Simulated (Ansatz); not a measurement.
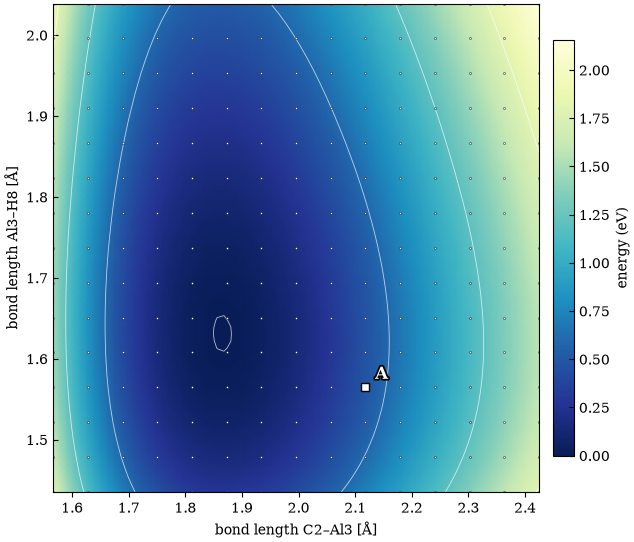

CH5Al2, SMILES [AlH2][CH-][AlH2], charge −1. 
- First axis: bond length C2–Al3. Second axis: bond length Al3–H8.
- Nothing is relaxed (all other coordinates rigid).
- The grid has 15 × 15 points.
- Points are written as (first, second).
- All energies are given in eV relative to the lowest grid point.
- Level of theory: Ansatz, RKS PBE0-D4/def2-SVPD.

Drawn: a smooth colour map with a few white contour lines, dots at the grid points, the point A. Between grid points the surface is interpolated.

Is A at rest? If not, where is it pushed?

Answer. A, at (2.118 Å, 1.565 Å), is not a stationary point. The computed force is 3.1 eV for each Å towards smaller values of bond length C2–Al3 and 0.73 eV for each Å towards larger values of bond length Al3–H8.
